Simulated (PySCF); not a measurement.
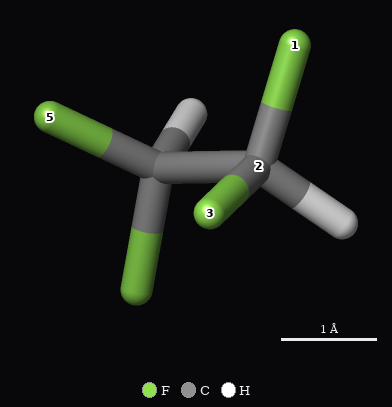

*The structure as given in the input (stick view, seen at a tilt; atoms are numbered from 1 in the order of the input).*

Bond lengths as drawn: C–C 1.52 Å, C–F 1.34 to 1.35 Å and C–H 1.10 Å.

## NMR shielding calculation of C2H2F4

C2H2F4 (1,1,2,2-tetrafluoroethane), SMILES FC(F)C(F)F, computed with GIAO PBE0/6-31G NMR shielding, non-relativistic, gas phase (PySCF 2.14.0).

The geometry comes from this level: PBE0-D3(BJ)/def2-SVP. Figures and captions count atoms from 1; the log counts them from 0 in places.

## Input file
```
{"job": {"kind": "nmr", "xc": "PBE0", "basis": "6-31G", "pop": true}, "charge": 0, "multiplicity": 1}
F     -1.242217     1.190097     0.182042
C     -0.693793     0.051492    -0.280987
F     -0.590030     0.129132    -1.614104
C      0.688528    -0.113503     0.337271
F      1.528095     0.799345    -0.167921
F      1.147777    -1.342934     0.037891
H     -1.341514    -0.802213    -0.012779
H      0.641384     0.002922     1.434886
```

The first line tells a small driver script what to run in PySCF; the rest is the geometry in Å.

Run as:
```bash
OMP_NUM_THREADS=1 python <driver script> task.json out
```

## Log
```
coarse grid: 7760 points
cycle   1  E = -475.9965000885  dE =  1.059e+00  |g| = 9.380e-01  |ddm| = 2.678e+00
cycle   2  E = -475.7903265947  dE =  2.062e-01  |g| = 1.486e+00  |ddm| = 1.909e+00
cycle   3  E = -476.1688889005  dE = -3.786e-01  |g| = 2.526e-02  |ddm| = 1.135e+00
cycle   4  E = -476.1689166974  dE = -2.780e-05  |g| = 2.433e-02  |ddm| = 3.895e-02
cycle   5  E = -476.1690103841  dE = -9.369e-05  |g| = 9.768e-04  |ddm| = 1.790e-02
cycle   6  E = -476.1690105974  dE = -2.132e-07  |g| = 2.857e-04  |ddm| = 1.618e-03
final grid: 79576 points
cycle   7  E = -476.1770238661  dE = -1.629e-05  |g| = 7.373e-03  |ddm| = 1.420e-02
cycle   8  E = -476.1770144119  dE =  9.454e-06  |g| = 1.059e-02  |ddm| = 1.343e-02
cycle   9  E = -476.1770345819  dE = -2.017e-05  |g| = 4.295e-04  |ddm| = 7.606e-03
cycle  10  E = -476.1770346251  dE = -4.325e-08  |g| = 7.671e-05  |ddm| = 5.001e-04
cycle  11  E = -476.1770346258  dE = -6.611e-10  |g| = 4.993e-05  |ddm| = 8.927e-05
cycle  12  E = -476.1770346262  dE = -3.878e-10  |g| = 3.610e-06  |ddm| = 3.606e-05
```

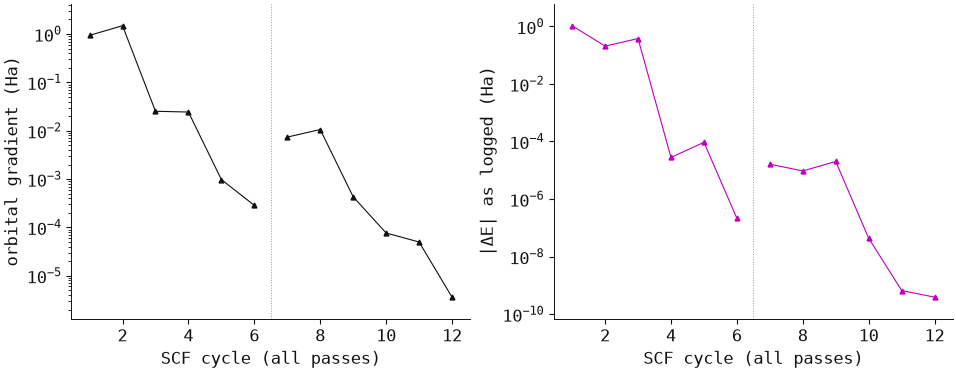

*Convergence of the self-consistent field: orbital gradient and size of the energy change against the SCF cycle. The dotted line marks the change from a coarse to the final integration grid.*

The first 6 cycles use a coarse grid, the final grid takes over at cycle 7, and the field converges after 12 cycles in all.

```
converged SCF energy = -476.1770346262

GIAO shielding tensors (ppm)
atom      isotropic    diamagn.    paramagn.     s11        s22        s33       span
  0 F      335.441     471.099    -135.658    241.841    342.924    421.559    179.717
  1 C       87.491     240.366    -152.875     70.434     90.674    101.366     30.932
  2 F      344.330     470.635    -126.305    249.443    353.980    429.565    180.122
  3 C       87.500     240.498    -152.998     70.448     90.713    101.339     30.891
  4 F      344.313     470.632    -126.320    249.538    353.797    429.604    180.066
  5 F      335.289     471.003    -135.715    241.510    342.843    421.513    180.003
  6 H       26.875      26.613       0.262     24.231     25.694     30.701      6.471
  7 H       26.870      26.617       0.253     24.234     25.668     30.708      6.474
```

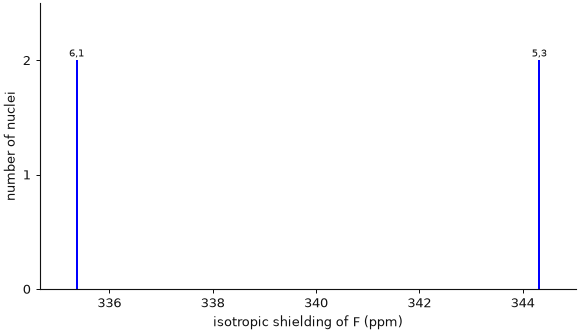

*Isotropic shieldings of the fluorine nuclei in this fixed geometry, labelled by atom number; shielding grows to the right, so chemical shift grows to the left.*

The least shielded is F6 (335.3 ppm), the most shielded F3 (344.3 ppm).

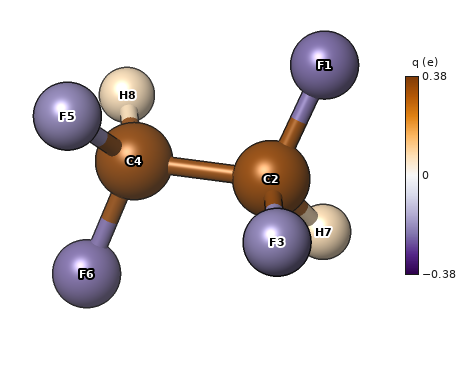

*ESP-fitted charges, as the colour of each atom (ball-and-stick view, seen at a tilt; atoms are numbered from 1 in the order of the input).*

By element: F −0.24 to −0.20, C +0.35 to +0.36 and H +0.08 e.

## Summary

```csv
quantity,value
outcome,converged
total energy,−476.177035 hartree
HOMO,−9.80 eV
LUMO,2.13 eV
dipole moment,2.61 D
"isotropic shielding, F",335.3 to 344.3 ppm
"isotropic shielding, C",87.5 ppm
"isotropic shielding, H",26.9 ppm
hardware,"1 CPU thread, shared host"
wall time,3.4 s
peak memory,0.43 GiB
```
